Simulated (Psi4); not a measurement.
**N2H (dinitrogen monohydride): UPBE/def2-TZVPPD**

What is the vertical doublet–quartet gap of N2H (dinitrogen monohydride) at UPBE/def2-TZVPPD? 

Program for the calculation: Psi4 1.11.

## 1. The system as given

N2H has 3 atoms, charge 0, and is taken as a doublet. SMILES: `[N]=N`. The shape is that of a PBE0-D4/def2-TZVP optimisation.

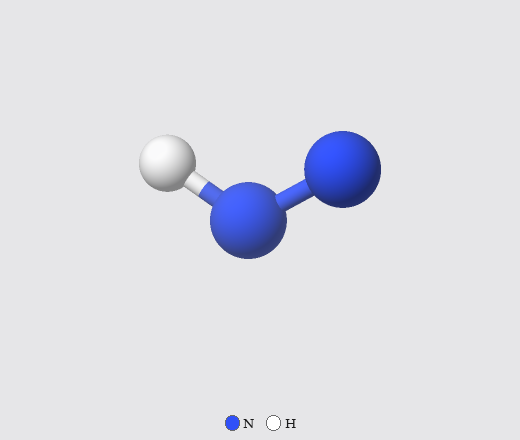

Viewed from a chosen angle; nitrogen blue, hydrogen white.

## 2. Energy and forces at UPBE/def2-TZVPPD

The input, hn2.json:

```json
{
  "schema_name": "qcschema_input",
  "schema_version": 1,
  "molecule": {
    "schema_name": "qcschema_molecule",
    "schema_version": 2,
    "symbols": ["N", "N", "H"],
    "geometry": [1.3427071, -1.14653463, 0.61639087, -0.50769382, -0.41141227, -0.32144241, -0.83501328, 1.55794691, -0.29494845],
    "molecular_charge": 0,
    "molecular_multiplicity": 2,
    "fix_symmetry": "c1"
  },
  "driver": "gradient",
  "model": {
    "method": "pbe",
    "basis": "def2-TZVPPD"
  },
  "keywords": {
    "reference": "uks",
    "puream": true,
    "e_convergence": 1e-09,
    "d_convergence": 1e-08,
    "scf_type": "pk",
    "dft_radial_points": 99,
    "dft_spherical_points": 590,
    "maxiter": 100,
    "scf_properties": ["DIPOLE", "WIBERG_LOWDIN_INDICES", "LOWDIN_CHARGES"]
  }
}
```

On the command line:

```bash
psi4 --qcschema hn2.json -n 1 --memory 2200MB
```

stdout:

```text
[...]
  Running in c1 symmetry.
[...]
  Nuclear repulsion =   27.719687070139454
[...]
  Multiplicity = 2
[...]
  Nalpha       = 8
  Nbeta        = 7
[...]
    Number of basis functions: 91
[...]
   @UKS iter   1:  -109.82380514493425   -2.16888e-01   6.05345e-03 DIIS/ADIIS
[...]
   @UKS iter  12:  -109.95822634882599   -7.16227e-12   7.47284e-09 DIIS
[...]
   @S^2 Observed:                7.531391601E-01
[...]
    Orbital Energies [Eh]
    ---------------------
    Alpha Occupied:
       1A    -14.070856     2A    -14.055441     3A     -0.998925
       4A     -0.618011     5A     -0.437524     6A     -0.400526
       7A     -0.374923     8A     -0.172955
    Alpha Virtual:
       9A     -0.095855    10A     -0.008967    11A      0.064373
      12A      0.082304    13A      0.105666    14A      0.140584
      15A      0.193520    16A      0.224141    17A      0.239390
      18A      0.240437    19A      0.271238    20A      0.299565
      21A      0.318187    22A      0.367996    23A      0.375703
      24A      0.400177    25A      0.400770    26A      0.431089
[...]
  @UKS Final Energy:  -109.95822634882599
   => Energetics <=
    Nuclear Repulsion Energy =             27.7196870701394538
    One-Electron Energy =                -203.4023102811985098
    Two-Electron Energy =                  79.6857779580256533
    DFT Exchange-Correlation Energy =     -13.9613810957925892
    Empirical Dispersion Energy =           0.0000000000000000
    VV10 Nonlocal Energy =                  0.0000000000000000
    Total Energy =                       -109.9582263488259883
[...]
 Multipole Moments:
 ------------------------------------------------------------------------------------
     Multipole            Electronic (a.u.)      Nuclear  (a.u.)        Total (a.u.)
 ------------------------------------------------------------------------------------
 L = 1.  Multiply by 2.5417464519 to convert [e a0] to [Debye]
 Dipole X            :          0.3089776           -0.6278990           -0.3189214
 Dipole Y            :         -0.4905559            1.1239941            0.6334382
 Dipole Z            :         -0.0000000            0.0000000           -0.0000000
 Magnitude           :                                                    0.7091931
[...]
  -Total Gradient:
     Atom            X                  Y                   Z
    ------   -----------------  -----------------  -----------------
       1       -0.020508430674     0.009275486647     0.000000000000
       2        0.017036407014     0.000841761138    -0.000000000001
       3        0.003472092467    -0.010117499118     0.000000000001
[...]
```

The result, in JSON:

```text
{
 "driver": "gradient",
 "model": {
  "method": "pbe",
  "basis": "def2-TZVPPD"
 },
 "success": true,
 "return_result": [-0.02050843067433883, 0.009275486646560471, 2.58594898312346e-13, 0.017036407014444643, 0.0008417611378418177, -1.2052007038390676e-12, 0.0034720924667961672, -0.010117499117699214, 8.594182698709713e-13],
 "properties": {
  "calcinfo_nbasis": 91,
  "calcinfo_nmo": 91,
  "calcinfo_nalpha": 8,
  "calcinfo_nbeta": 7,
  "calcinfo_natom": 3,
  "nuclear_repulsion_energy": 27.719687070139454,
  "return_energy": -109.95822634882599,
  "return_gradient": [-0.02050843067433883, 0.009275486646560471, 2.58594898312346e-13, 0.017036407014444643, 0.0008417611378418177, -1.2052007038390676e-12, 0.0034720924667961672, -0.010117499117699214, 8.594182698709713e-13],
  "scf_one_electron_energy": -203.4023102811985,
  "scf_two_electron_energy": 79.68577795802565,
  "scf_xc_energy": -13.96138109579259,
  "scf_dipole_moment": [-0.31892143404898043, 0.6334382065106274, -8.285478459932915e-11],
  "scf_total_energy": -109.95822634882599,
  "scf_total_gradient": [-0.02050843067433883, 0.009275486646560471, 2.58594898312346e-13, 0.017036407014444643, 0.0008417611378418177, -1.2052007038390676e-12, 0.0034720924667961672, -0.010117499117699214, 8.594182698709713e-13],
  "scf_iterations": 12
 }
}
```

It took 25 s on 1 thread of AMD EPYC 7R43 (Zen 3), shared host; peak memory 0.76 GiB.

## 3. The quartet: a single-point energy at UPBE/def2-TZVPPD

The input, hn2.in:

```
memory 2200 MB

molecule system {
  0 4
  N
  N 1 r2
  H 2 r3 1 a3

  r2 = 1.164661
  r3 = 1.056529
  a3 = 117.49315
  symmetry c1
}

set basis def2-TZVPPD
set reference uks
set puream true
set e_convergence 1e-09
set d_convergence 1e-08
set scf_type pk
set dft_radial_points 99
set dft_spherical_points 590
set maxiter 100

result, w = energy("pbe", return_wfn=True)
oeprop(w, "MULLIKEN_CHARGES", "LOWDIN_CHARGES", "WIBERG_LOWDIN_INDICES")
print_variables()
```

On the command line:

```bash
psi4 hn2.in hn2.out -n 1
```

hn2.out, shortened:

```text
[...]
  Running in c1 symmetry.
[...]
  Nuclear repulsion =   27.719691726155197
[...]
  Multiplicity = 4
[...]
  Nalpha       = 9
  Nbeta        = 6
[...]
    Number of basis functions: 91
[...]
   @UKS iter   1:  -109.59240415618834    1.45130e-02   6.28021e-03 ADIIS/DIIS
[...]
   @UKS iter  13:  -109.73251064764830   -9.19442e-12   4.91225e-09 DIIS
[...]
   @S^2 Observed:                3.754831270E+00
[...]
  @UKS Final Energy:  -109.73251064764830
   => Energetics <=
    Nuclear Repulsion Energy =             27.7196917261551974
    One-Electron Energy =                -203.1489753867816148
    Two-Electron Energy =                  79.7183491026136721
    DFT Exchange-Correlation Energy =     -14.0215760896355448
    Empirical Dispersion Energy =           0.0000000000000000
    VV10 Nonlocal Energy =                  0.0000000000000000
    Total Energy =                       -109.7325106476482972
[...]
 Multipole Moments:
 ------------------------------------------------------------------------------------
     Multipole            Electronic (a.u.)      Nuclear  (a.u.)        Total (a.u.)
 ------------------------------------------------------------------------------------
 L = 1.  Multiply by 2.5417464519 to convert [e a0] to [Debye]
 Dipole X            :         -0.6148713            0.8482767            0.2334054
 Dipole Y            :          0.6334326           -0.9685277           -0.3350950
 Dipole Z            :         -0.0000000            0.0000000           -0.0000000
 Magnitude           :                                                    0.4083709
[...]
  Mulliken Charges: (a.u.)
   Center  Symbol    Alpha    Beta     Spin     Total
       1     N     4.45615  2.65541  1.80073 -0.11156
       2     N     4.03603  2.98817  1.04786 -0.02421
       3     H     0.50782  0.35641  0.15140  0.13577
   Total alpha =  9.00000, Total beta =  6.00000, Total charge = -0.00000
  Lowdin Charges: (a.u.)
   Center  Symbol    Alpha    Beta     Spin     Total
       1     N     4.32119  2.62656  1.69463  0.05226
       2     N     4.04945  2.90849  1.14095  0.04206
       3     H     0.62936  0.46495  0.16442 -0.09431
[...]
```

Wall time 17 s (1 thread of AMD EPYC 7R43 (Zen 3), shared host); peak memory 0.77 GiB.

## 4. Results

Level: UPBE/def2-TZVPPD.

| quantity | value |
| --- | --- |
| doublet: total energy | -109.95823 Eh |
| doublet: dipole moment | 1.80 D |
| doublet: HOMO energy (highest over α and β) | -4.71 eV |
| doublet: LUMO energy (lowest over α and β) | -2.99 eV |
| doublet: ⟨S²⟩ | 0.753 |
| doublet: largest force on an atom | 1.157 eV/Å |
| quartet: total energy | -109.73251 Eh |
| quartet: dipole moment | 1.04 D |
| quartet: HOMO energy (highest over α and β) | -3.27 eV |
| quartet: ⟨S²⟩ | 3.755 |
| vertical energy of the quartet above the doublet | 6.142 eV |

At this shape the quartet lies 6.14 eV (593 kJ/mol) above the doublet. The largest force (doublet) is 1.16 eV/Å: the shape isn't a stationary point for this species at this level. Mulliken charges (quartet) run from -0.11 on N1 to +0.14 on H3; in a basis this large or diffuse they mean little.
